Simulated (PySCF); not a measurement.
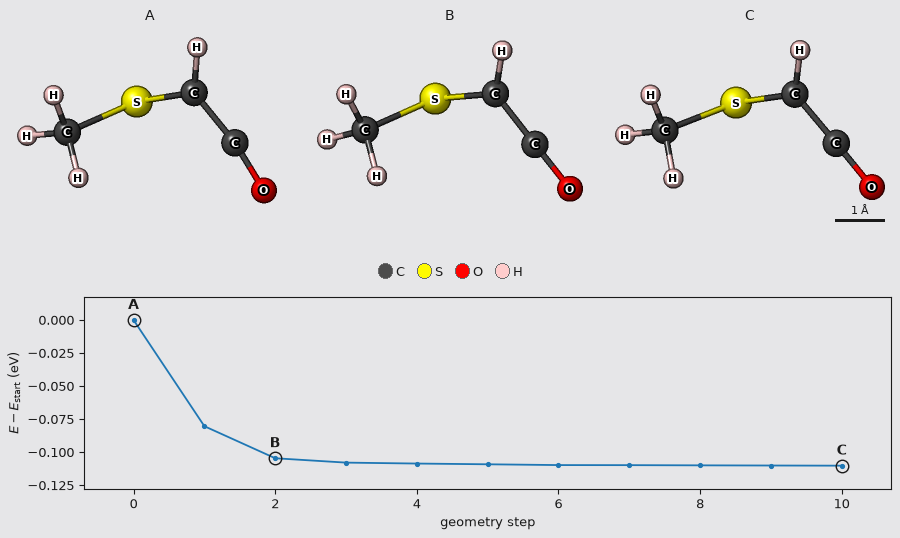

Frames of a relaxation of C$_{3}$H$_{4}$OS, marked on the history of the run. Style: ball-and-stick. Shown at a tilt.

The start comes from GFN2-xTB. Its atoms were then displaced at random by about 0.01 Å.

Level of theory: PBE0-D3(BJ)/def2-SVP geometry optimisation, gas phase in PySCF 2.14.0, density-fitted response routines. 

Describe the path.

Answer. The energy falls by 0.110 eV in 10 geometry steps. The O atom moves most after the best rigid fit: 0.18 Å. Largest moves by element: O 0.18 Å, H 0.10 Å, C 0.06 Å, S 0.03 Å. Some distances before and after: C–H 1.056 → 1.099 Å, C–O 1.141 → 1.158 Å, C–H 1.113 → 1.099 Å, C–H 1.088 → 1.100 Å. Bond angles that change, for instance: C–C–O 171.5° → 178.3°, C–C–H 124.5° → 120.2°, H–C–H 112.2° → 109.0°. Cost: 25 s on 1 thread of Arm Neoverse V2, on a shared host. From step 0 to 2: an H atom moves most (0.15 Å), energy −0.105 eV. From step 2 to 10: an H atom moves most (0.11 Å), energy −0.006 eV.

```tsv
step	E − E(0), eV
0	0.0000
1	-0.0803
2	-0.1045
3	-0.1078
4	-0.1085
5	-0.1091
6	-0.1097
7	-0.1097
8	-0.1099
9	-0.1100
10	-0.1101
```
